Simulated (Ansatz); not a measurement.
# CF+ (SMILES [C+]F) at BLYP/aug-cc-pVTZ

What is the vertical ionisation energy of CF+ at BLYP/aug-cc-pVTZ? 

The calculation is run with Ansatz 0.2.0.

2 further runs of the same task are left out: 2 set aside as unsound or not needed.

### Step 1. The molecule

The species is CF+ (2 atoms), meant as a singlet with charge +1. SMILES: `[C+]F`. Geometry: relaxed at PBE0-D4/def2-TZVP.

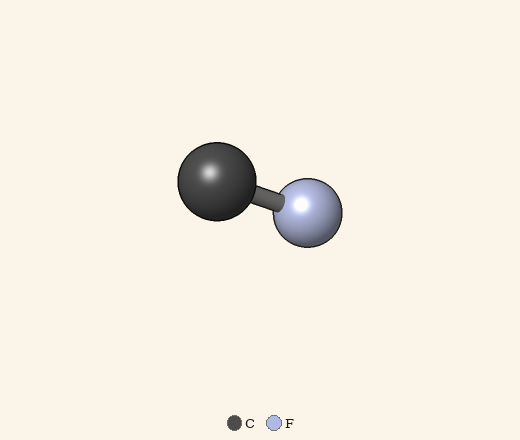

Viewed from a chosen angle; carbon dark grey, fluorine light blue.

### Step 2. The energy at BLYP/aug-cc-pVTZ

molecule.yaml

```yaml
crystal:
  periodic: [false, false, false]
  atoms:
    - {symbol: C, position_ang: [0.492270, -0.160830, 0.253170]}
    - {symbol: F, position_ang: [-0.492270, 0.160830, -0.253170]}
basis:
  gaussian: {orbitals: aug-cc-pVTZ}
total_charge: 1
hamiltonian: {xc: {name: BLYP}}
accuracy: high
output: {orbitals: {seedname: orbitals}}
```

Run with:

```sh
ansatz run molecule.yaml --threads 1 --pin off --max-ram 3480MiB --events-out events.jsonl --progress --plain --runs-dir runs
```

What it wrote:

```text
Warning: RAYON_NUM_THREADS=1 ignored (pool sized by the plan → 1); use --threads N
Functional definition: BLYP
  name "BLYP"
  parameter beta = 0.0042
  parameter a = 0.04918
  parameter b = 0.132
  parameter c = 0.2533
  parameter d = 0.349
  exchange = b88_x(beta = beta)
  correlation = lyp_c(a = a, b = b, c = c, d = d)
1257 factors; integrals over basis functions are off by at most 3.3e-9 eV
mean field evaluation 1: about -3730.8899 eV, gradient 9.2e1 eV
mean field evaluation 2: about -3635.4323 eV, gradient 2.4e2 eV
mean field evaluation 4: about -3741.0284 eV, gradient 6.0e0 eV
mean field evaluation 8: about -3741.0959 eV, gradient 4.2e-2 eV
mean field evaluation 16: about -3741.0959 eV, gradient 4.1e-7 eV
mean field -3741.09593627 eV, -137.4827398521 hartree, gradient 3.8e-8 eV, S^2 0.000000; 0 other end points of the search recorded, 0 dependent functions left out
reference -3741.09597149 eV, -137.4827411463 hartree; 7, 7 occupied and 85, 85 virtual orbitals, 1257 factors
Total energy: -3741.09597149 eV, -137.4827411463 hartree
```

Wall time 1.9 s (1 thread of Arm Neoverse V2, shared host); peak memory 0.15 GiB.

### Step 3. Doublet [CF]2+

in.yaml

```yaml
basis:
  gaussian:
    orbitals: aug-cc-pVTZ
crystal:
  periodic: [false, false, false]
  atoms:
    - symbol: C
      position_ang: [0.492270, -0.160830, 0.253170]
    - symbol: F
      position_ang: [-0.492270, 0.160830, -0.253170]
total_charge: 2
magnetization:
  spin_polarized: true
  initial_magnetization: 1
hamiltonian:
  xc: {name: BLYP}
accuracy: high
output:
  orbitals: {seedname: orbitals}
```

Run with:

```sh
ansatz run in.yaml --threads 1 --pin off --max-ram 3480MiB --events-out events.jsonl --progress --plain --runs-dir runs
```

What it wrote, cut to the lines that bear on the results:

```text
Warning: RAYON_NUM_THREADS=1 ignored (pool sized by the plan → 1); use --threads N
[... 9 set-up lines as earlier in the session ...]
1257 factors; integrals over basis functions are off by at most 3.3e-9 eV
mean field evaluation 1: about -3682.9571 eV, gradient 1.1e2 eV
mean field evaluation 2: about -3434.5334 eV, gradient 2.2e2 eV
mean field evaluation 4: about -3715.0562 eV, gradient 1.1e1 eV
mean field evaluation 8: about -3715.4633 eV, gradient 2.1e-1 eV
mean field evaluation 16: about -3715.4634 eV, gradient 2.2e-6 eV
mean field -3715.46337852 eV, -136.5407607292 hartree, gradient 1.2e-8 eV, S^2 0.758571; 0 other end points of the search recorded, 0 dependent functions left out
reference -3715.46340693 eV, -136.5407617732 hartree; 7, 6 occupied and 85, 86 virtual orbitals, 1257 factors
Total energy: -3715.46340693 eV, -136.5407617732 hartree
```

Run time: 2.3 s. Hardware: 1 thread of Arm Neoverse V2, shared host; peak memory 0.17 GiB.

### Step 4. What came out

At BLYP/aug-cc-pVTZ:

| quantity | value |
| --- | --- |
| singlet CF+: total energy | -137.48274 Eh |
| singlet CF+: HOMO energy | -20.08 eV |
| singlet CF+: LUMO energy | -13.86 eV |
| singlet CF+: HOMO–LUMO gap | 6.22 eV |
| doublet [CF]2+: total energy | -136.54076 Eh |
| doublet [CF]2+: HOMO energy (highest over α and β) | -34.75 eV |
| doublet [CF]2+: LUMO energy (lowest over α and β) | -30.70 eV |
| doublet [CF]2+: ⟨S²⟩ | 0.759 |
| vertical ionisation energy (to the doublet dication) | 25.633 eV |

What this shows: The vertical ionisation energy comes to 25.63 eV (591 kcal/mol). The negative HOMO energy of the first species, 20.08 eV, lies 5.55 eV below that difference.
